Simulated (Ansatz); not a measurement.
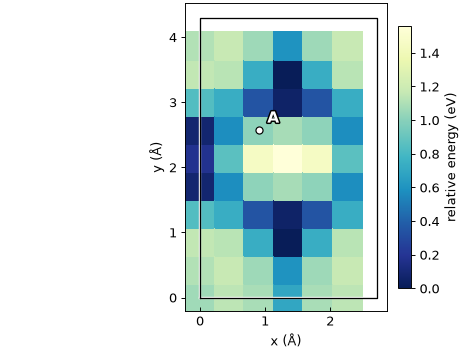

N on a Ru(100) slab cut from the P6_3/mmc phase, its upper half relaxed before the scan (6 atoms of substrate and one adsorbate in a 1 × 1 cell). N is moved over the surface cell; relaxed at each place: the height of the adsorbate's atoms; substrate rigid; the origin of the map has the adsorbate above Ru6. Places are given modulo a cell vector. The map is drawn in real space over the plane of the surface. Grid: 6 × 10 points; 24 points were computed and 36 follow by symmetry. Energies: eV, counted from the lowest grid point. With one adsorbate in each 1 × 1 cell, its nearest image is 2.7 Å away, so neighbouring adsorbates interact. Computed with Ansatz 0.2.0, DFT PBE, scalar-relativistic, plane waves, PAW. Settings: cutoff 420 eV, k-mesh 10×6×1, gaussian smearing 0.1 eV, no spin polarisation.

Drawn: one coloured cell a grid point, the outline of one cell of the plane, the point A.

### Is A at rest? If not, where is it pushed?

A, at (2/6, 6/10) of the cell vectors, is not a stationary point. The computed force is 1.8 eV/Å in the plane, pointing up in the picture (components −0.4 and 1.8 eV/Å).

PAW datasets: the set soft_1.
